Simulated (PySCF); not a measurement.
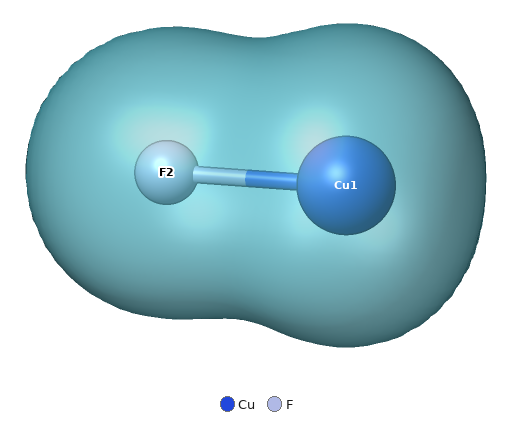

CuF. Isosurface of the electron density at 0.05 e/Å³ (cyan), seen from one side.

The calculation used PySCF 2.14.0, PBE0/cc-pVDZ(-PP), non-relativistic Hamiltonian with scalar-relativistic core potentials where named, at a bond length of 1.738 Å.

```xyz
2

Cu    0.0000    0.0000   -0.4030
F     0.0000    0.0000    1.3350
```

**How is the density connected at this value?**

At this value the surface is in one piece. It bridges the shortest Cu–F (1.74 Å) contact, where the density stays above the isovalue. On the grid the lowest density along these lines, outside the cores, is 0.85 e/Å³ (Cu–F, 1.74 Å).
